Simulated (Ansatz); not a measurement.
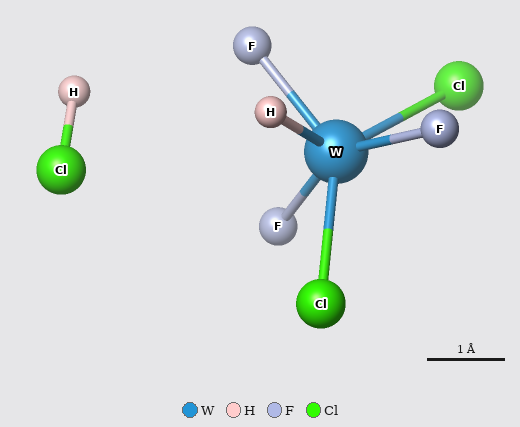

*The structure as given in the input (ball-and-stick view, seen at a tilt). Sticks mark near contacts.*

## WH₂Cl₃F₃: nudged elastic band (part 1 of 2)

The run: nudged elastic band of WH₂Cl₃F₃. Method and program: RKS BHLYP-D4/def2-SVP (Ansatz 0.2.0).

It belongs to a series of runs on one base structure; here: band between the two ends.

Input
```yaml
crystal:
  periodic: [false, false, false]
  atoms:
    - { symbol: W, position_ang: [-0.158134, 0.228091, -0.34529] }
    - { symbol: H, position_ang: [-0.744559, 0.54416, 1.183208] }
    - { symbol: F, position_ang: [1.56318, 0.634811, -0.876747] }
    - { symbol: Cl, position_ang: [-0.416966, 2.488808, -0.499998] }
    - { symbol: F, position_ang: [-1.987716, 0.221758, -0.624122] }
    - { symbol: F, position_ang: [0.645485, -1.001803, 0.790268] }
    - { symbol: Cl, position_ang: [-0.277634, -1.485741, -1.885318] }
    - { symbol: Cl, position_ang: [1.814412, 1.376746, 2.461505] }
    - { symbol: H, position_ang: [2.043029, 0.117768, 2.400596] }
basis:
  gaussian: { orbitals: def2-SVP }
hamiltonian:
  xc: { name: BHLYP }
  dispersion: d4
neb:
  order_check: false
  images: 9
  f_tol: 0.05
  max_iterations: 52
  final_atoms:
    - { symbol: W, position_ang: [0.36102334, 0.57111315, -0.54298491] }
    - { symbol: H, position_ang: [-0.15409892, -0.79492191, 3.06530079] }
    - { symbol: F, position_ang: [1.89535241, 0.59268846, -1.55596513] }
    - { symbol: Cl, position_ang: [-0.40706899, 2.44326891, -1.57639127] }
    - { symbol: F, position_ang: [-1.15592504, 0.48321007, 0.49029031] }
    - { symbol: F, position_ang: [0.97818197, -0.9507409, 0.30372085] }
    - { symbol: Cl, position_ang: [-0.62497814, -0.78818041, -2.09322667] }
    - { symbol: Cl, position_ang: [1.41253066, 1.79973455, 1.07158298] }
    - { symbol: H, position_ang: [0.17607972, -0.23157392, 3.44177503] }
  initial_path:
    images:
      - { positions_ang: [[-0.158134, 0.228091, -0.34529], [-0.744559, 0.54416, 1.183208], [1.56318, 0.634811, -0.876747], [-0.416966, 2.488808, -0.499998], [-1.987716, 0.221758, -0.624122], [0.645485, -1.001803, 0.790268], [-0.277634, -1.485741, -1.885318], [1.814412, 1.376746, 2.461505], [2.043029, 0.117768, 2.400596]] }
      - { positions_ang: [[-0.12452058, 0.17649246, -0.27030228], [-0.60980845, 0.47525585, 1.36362589], [1.6222453, 0.50181126, -0.68094027], [-0.32943161, 2.46011812, -0.44703003], [-1.95790086, 0.17148326, -0.50789549], [0.51670686, -1.17514085, 0.67913931], [-0.20147642, -1.24757824, -1.97701074], [1.80184704, 1.48022155, 2.11667068], [1.76343572, 0.28193459, 2.32784493]] }
      - { positions_ang: [[-0.09090716, 0.12489393, -0.19531456], [-0.47505791, 0.4063517, 1.54404377], [1.6813106, 0.36881153, -0.48513354], [-0.24189723, 2.43142823, -0.39406206], [-1.92808572, 0.12120853, -0.39166897], [0.38792872, -1.34847871, 0.56801062], [-0.12531883, -1.00941549, -2.06870347], [1.78928208, 1.5836971, 1.77183636], [1.48384244, 0.44610119, 2.25509385]] }
      - { positions_ang: [[-0.05729374, 0.07329539, -0.12032684], [-0.34030736, 0.33744755, 1.72446166], [1.74037591, 0.23581179, -0.28932681], [-0.15436284, 2.40273835, -0.34109409], [-1.89827058, 0.07093379, -0.27544246], [0.25915058, -1.52181656, 0.45688193], [-0.04916125, -0.77125273, -2.16039621], [1.77671712, 1.68717265, 1.42700204], [1.20424916, 0.61026778, 2.18234278]] }
      - { positions_ang: [[-0.02368032, 0.02169685, -0.04533912], [-0.20555681, 0.26854341, 1.90487955], [1.79944121, 0.10281205, -0.09352009], [-0.06682845, 2.37404846, -0.28812612], [-1.86845544, 0.02065905, -0.15921595], [0.13037244, -1.69515442, 0.34575323], [0.02699634, -0.53308998, -2.25208895], [1.76415216, 1.7906482, 1.08216773], [0.92465588, 0.77443437, 2.10959171]] }
      - { positions_ang: [[0.0099331, -0.02990169, 0.0296486], [-0.07080626, 0.19963926, 2.08529743], [1.85850651, -0.03018769, 0.10228664], [0.02070593, 2.34535858, -0.23515815], [-1.8386403, -0.02961569, -0.04298943], [0.0015943, -1.86849227, 0.23462454], [0.10315392, -0.29492722, -2.34378169], [1.7515872, 1.89412375, 0.73733341], [0.6450626, 0.93860096, 2.03684063]] }
      - { positions_ang: [[0.08015115, 0.09030128, -0.0848781], [-0.0874648, 0.00072702, 2.28129811], [1.86587569, 0.09438754, -0.22936371], [-0.06484905, 2.36494065, -0.50340477], [-1.70209725, 0.07294947, 0.06366652], [0.19691184, -1.684942, 0.2484438], [-0.04247249, -0.39357786, -2.29367068], [1.68377589, 1.87524591, 0.80418332], [0.55126603, 0.70456599, 2.31782751]] }
      - { positions_ang: [[0.1503692, 0.21050425, -0.1994048], [-0.10412333, -0.19818521, 2.47729878], [1.87324487, 0.21896277, -0.56101406], [-0.15040404, 2.38452271, -0.7716514], [-1.5655542, 0.17551462, 0.17032247], [0.39222937, -1.50139172, 0.26226307], [-0.1880989, -0.49222849, -2.24355968], [1.61596458, 1.85636807, 0.87103324], [0.45746945, 0.47053101, 2.59881439]] }
      - { positions_ang: [[0.22058725, 0.33070722, -0.31393151], [-0.12078186, -0.39709744, 2.67329945], [1.88061405, 0.343538, -0.89266442], [-0.23595902, 2.40410478, -1.03989802], [-1.42901115, 0.27807977, 0.27697841], [0.5875469, -1.31784145, 0.27608233], [-0.33372532, -0.59087913, -2.19344867], [1.54815327, 1.83749023, 0.93788315], [0.36367287, 0.23649603, 2.87980127]] }
      - { positions_ang: [[0.29080529, 0.45091019, -0.42845821], [-0.13744039, -0.59600968, 2.86930012], [1.88798323, 0.46811323, -1.22431477], [-0.32151401, 2.42368685, -1.30814464], [-1.2924681, 0.38064492, 0.38363436], [0.78286444, -1.13429118, 0.28990159], [-0.47935173, -0.68952977, -2.14333767], [1.48034196, 1.81861239, 1.00473307], [0.2698763, 0.00246106, 3.16078815]] }
      - { positions_ang: [[0.36102334, 0.57111315, -0.54298491], [-0.15409892, -0.79492191, 3.06530079], [1.89535241, 0.59268846, -1.55596513], [-0.40706899, 2.44326891, -1.57639127], [-1.15592504, 0.48321007, 0.49029031], [0.97818197, -0.9507409, 0.30372085], [-0.62497814, -0.78818041, -2.09322667], [1.41253066, 1.79973455, 1.07158298], [0.17607972, -0.23157392, 3.44177503]] }
```

Command:
```bash
ansatz run input.yaml --threads 4 --pin off --max-ram 5120MiB --backend cpu --events-out ev --progress --plain --runs-dir out
```

What the program printed
```
Engine: ansatz 0.2.0, x86_64-unknown-linux-gnu
Functional definition: BHLYP
  parameter a = 0.5
  exchange = (1 - a)*b88_x + a*exact_x
  correlation = lyp_c
1401 factors; integrals over basis functions are off by at most 2.2e-4 eV
mean field evaluation 1: about -47546.5519 eV, gradient 6.9e1 eV
mean field evaluation 2: about -47506.3154 eV, gradient 1.7e2 eV
mean field evaluation 4: about -47555.9708 eV, gradient 5.5e0 eV
mean field evaluation 8: about -47556.2471 eV, gradient 3.4e-1 eV
mean field evaluation 16: about -47556.2475 eV, gradient 7.9e-4 eV
mean field -47556.24745805 eV, -1747.6598593011 hartree, gradient 1.7e-5 eV, S^2 0.000000; 0 other end points of the search recorded, 0 dependent functions left out
the calculation of the forces begins
reference -47556.24767975 eV, -1747.6598674484 hartree; 47, 47 occupied and 91, 91 virtual orbitals, 1401 factors
1402 factors; integrals over basis functions are off by at most 4.1e-4 eV
mean field evaluation 32: about -47556.8748 eV, gradient 2.8e-2 eV
mean field -47556.87483443 eV, -1747.6829149576 hartree, gradient 5.2e-5 eV, S^2 0.000000; 0 other end points of the search recorded, 0 dependent functions left out
[... from here on the field's lines of each further geometry are left out, up to the last ...]
NEB iter   1: max|band force component| = 7.733e0 eV/Å  barrier→ = 7.5050 eV  barrier← = 8.1700 eV  Δτ_max = 0.2000 Å  (757 SCF iters)
NEB iter   2: max|band force component| = 3.880e0 eV/Å  barrier→ = 4.6062 eV  barrier← = 5.2712 eV  Δτ_max = 0.2000 Å  (559 SCF iters)
NEB iter   3: max|band force component| = 2.365e0 eV/Å  barrier→ = 3.7048 eV  barrier← = 4.3697 eV  Δτ_max = 0.1983 Å  (436 SCF iters)
NEB iter   4: max|band force component| = 1.148e0 eV/Å  barrier→ = 3.2354 eV  barrier← = 3.9004 eV  Δτ_max = 0.1974 Å  (431 SCF iters)
NEB iter   5: max|band force component| = 1.180e0 eV/Å  barrier→ = 3.0313 eV  barrier← = 3.6963 eV  Δτ_max = 0.2000 Å  (416 SCF iters)
NEB iter   6: max|band force component| = 3.802e0 eV/Å  barrier→ = 2.7733 eV  barrier← = 3.4383 eV  Δτ_max = 0.1012 Å  (409 SCF iters)
NEB iter   7: max|band force component| = 7.919e-1 eV/Å  barrier→ = 2.7459 eV  barrier← = 3.4109 eV  Δτ_max = 0.2000 Å  (404 SCF iters)
NEB iter   8: max|band force component| = 9.996e-1 eV/Å  barrier→ = 2.9238 eV  barrier← = 3.5888 eV  Δτ_max = 0.1008 Å  (429 SCF iters)
NEB iter   9: max|band force component| = 9.466e-1 eV/Å  barrier→ = 2.7919 eV  barrier← = 3.4569 eV  Δτ_max = 0.1022 Å  (403 SCF iters)
NEB iter  10: max|band force component| = 7.019e-1 eV/Å  barrier→ = 2.6427 eV  barrier← = 3.3077 eV  Δτ_max = 0.1015 Å  (395 SCF iters)
NEB iter  11: max|band force component| = 9.568e-1 eV/Å  barrier→ = 2.5110 eV  barrier← = 3.1760 eV  Δτ_max = 0.0504 Å  (397 SCF iters)
NEB iter  12: max|band force component| = 9.395e-1 eV/Å  barrier→ = 2.4260 eV  barrier← = 3.0909 eV  Δτ_max = 0.0502 Å  (392 SCF iters)
NEB iter  13: max|band force component| = 7.678e-1 eV/Å  barrier→ = 2.3466 eV  barrier← = 3.0116 eV  Δτ_max = 0.1016 Å  (392 SCF iters)
NEB iter  14: max|band force component| = 1.840e0 eV/Å  barrier→ = 2.2650 eV  barrier← = 2.9299 eV  Δτ_max = 0.0501 Å  (389 SCF iters)
NEB iter  15: max|band force component| = 5.096e-1 eV/Å  barrier→ = 2.2292 eV  barrier← = 2.8942 eV  CI = image 5  Δτ_max = 0.1000 Å  (383 SCF iters)
NEB iter  16: max|band force component| = 3.715e-1 eV/Å  barrier→ = 2.2394 eV  barrier← = 2.9044 eV  CI = image 5  Δτ_max = 0.0500 Å  (381 SCF iters)
NEB iter  17: max|band force component| = 3.367e-1 eV/Å  barrier→ = 2.2495 eV  barrier← = 2.9145 eV  CI = image 5  Δτ_max = 0.0502 Å  (386 SCF iters)
NEB iter  18: max|band force component| = 5.062e-1 eV/Å  barrier→ = 2.2588 eV  barrier← = 2.9238 eV  CI = image 5  Δτ_max = 0.0251 Å  (386 SCF iters)
NEB iter  19: max|band force component| = 3.712e-1 eV/Å  barrier→ = 2.2640 eV  barrier← = 2.9290 eV  CI = image 5  Δτ_max = 0.0502 Å  (380 SCF iters)
NEB iter  20: max|band force component| = 3.828e-1 eV/Å  barrier→ = 2.2743 eV  barrier← = 2.9393 eV  CI = image 5  Δτ_max = 0.0995 Å  (382 SCF iters)
NEB iter  21: max|band force component| = 3.843e-1 eV/Å  barrier→ = 2.2943 eV  barrier← = 2.9592 eV  CI = image 5  Δτ_max = 0.1956 Å  (392 SCF iters)
NEB iter  22: max|band force component| = 7.306e-1 eV/Å  barrier→ = 2.3849 eV  barrier← = 3.0499 eV  CI = image 5  Δτ_max = 0.1023 Å  (386 SCF iters)
NEB iter  23: max|band force component| = 7.470e-1 eV/Å  barrier→ = 2.4437 eV  barrier← = 3.1087 eV  CI = image 5  Δτ_max = 0.1992 Å  (385 SCF iters)
NEB iter  24: max|band force component| = 1.427e0 eV/Å  barrier→ = 2.7465 eV  barrier← = 3.4114 eV  CI = image 5  Δτ_max = 0.1017 Å  (400 SCF iters)
NEB iter  25: max|band force component| = 1.768e0 eV/Å  barrier→ = 2.7929 eV  barrier← = 3.4579 eV  CI = image 5  Δτ_max = 0.2000 Å  (383 SCF iters)
NEB iter  26: max|band force component| = 2.016e0 eV/Å  barrier→ = 2.9887 eV  barrier← = 3.6537 eV  CI = image 5  Δτ_max = 0.1982 Å  (397 SCF iters)
NEB iter  27: max|band force component| = 2.129e0 eV/Å  barrier→ = 3.1733 eV  barrier← = 3.8383 eV  CI = image 5  Δτ_max = 0.1994 Å  (399 SCF iters)
NEB iter  28: max|band force component| = 2.069e0 eV/Å  barrier→ = 3.2317 eV  barrier← = 3.8967 eV  CI = image 5  Δτ_max = 0.2000 Å  (396 SCF iters)
NEB iter  29: max|band force component| = 1.657e0 eV/Å  barrier→ = 3.2995 eV  barrier← = 3.9645 eV  CI = image 5  Δτ_max = 0.2000 Å  (379 SCF iters)
NEB iter  30: max|band force component| = 1.950e0 eV/Å  barrier→ = 3.1524 eV  barrier← = 3.8174 eV  CI = image 5  Δτ_max = 0.2000 Å  (384 SCF iters)
NEB iter  31: max|band force component| = 8.959e-1 eV/Å  barrier→ = 2.8529 eV  barrier← = 3.5179 eV  CI = image 5  Δτ_max = 0.1997 Å  (388 SCF iters)
NEB iter  32: max|band force component| = 6.762e-1 eV/Å  barrier→ = 2.6485 eV  barrier← = 3.3135 eV  CI = image 5  Δτ_max = 0.2000 Å  (378 SCF iters)
NEB iter  33: max|band force component| = 8.813e-1 eV/Å  barrier→ = 2.4723 eV  barrier← = 3.1373 eV  CI = image 5  Δτ_max = 0.1013 Å  (391 SCF iters)
NEB iter  34: max|band force component| = 7.922e-1 eV/Å  barrier→ = 2.3859 eV  barrier← = 3.0509 eV  CI = image 5  Δτ_max = 0.2000 Å  (368 SCF iters)
NEB iter  35: max|band force component| = 7.323e-1 eV/Å  barrier→ = 2.2475 eV  barrier← = 2.9125 eV  CI = image 5  Δτ_max = 0.2000 Å  (390 SCF iters)
NEB iter  36: max|band force component| = 6.214e-1 eV/Å  barrier→ = 2.1762 eV  barrier← = 2.8411 eV  CI = image 5  Δτ_max = 0.1981 Å  (379 SCF iters)
NEB iter  37: max|band force component| = 6.510e-1 eV/Å  barrier→ = 2.1951 eV  barrier← = 2.8601 eV  CI = image 5  Δτ_max = 0.1006 Å  (374 SCF iters)
NEB iter  38: max|band force component| = 3.774e-1 eV/Å  barrier→ = 2.1721 eV  barrier← = 2.8370 eV  CI = image 5  Δτ_max = 0.1013 Å  (369 SCF iters)
NEB iter  39: max|band force component| = 2.093e-1 eV/Å  barrier→ = 2.1627 eV  barrier← = 2.8277 eV  CI = image 5  Δτ_max = 0.1945 Å  (372 SCF iters)
NEB iter  40: max|band force component| = 9.834e-2 eV/Å  barrier→ = 2.1610 eV  barrier← = 2.8260 eV  CI = image 5  Δτ_max = 0.1985 Å  (382 SCF iters)
NEB iter  41: max|band force component| = 1.414e-1 eV/Å  barrier→ = 2.1599 eV  barrier← = 2.8249 eV  CI = image 5  Δτ_max = 0.1010 Å  (382 SCF iters)
NEB iter  42: max|band force component| = 2.916e-1 eV/Å  barrier→ = 2.1592 eV  barrier← = 2.8241 eV  CI = image 5  Δτ_max = 0.0503 Å  (373 SCF iters)
NEB iter  43: max|band force component| = 9.949e-2 eV/Å  barrier→ = 2.1590 eV  barrier← = 2.8240 eV  CI = image 5  Δτ_max = 0.1012 Å  (383 SCF iters)
NEB iter  44: max|band force component| = 1.754e-1 eV/Å  barrier→ = 2.1589 eV  barrier← = 2.8239 eV  CI = image 5  Δτ_max = 0.0504 Å  (367 SCF iters)
NEB iter  45: max|band force component| = 1.426e-1 eV/Å  barrier→ = 2.1589 eV  barrier← = 2.8239 eV  CI = image 5  Δτ_max = 0.0501 Å  (374 SCF iters)
NEB iter  46: max|band force component| = 1.509e-1 eV/Å  barrier→ = 2.1589 eV  barrier← = 2.8239 eV  CI = image 5  Δτ_max = 0.0250 Å  (378 SCF iters)
NEB iter  47: max|band force component| = 9.566e-2 eV/Å  barrier→ = 2.1589 eV  barrier← = 2.8239 eV  CI = image 5  Δτ_max = 0.0250 Å  (349 SCF iters)
```
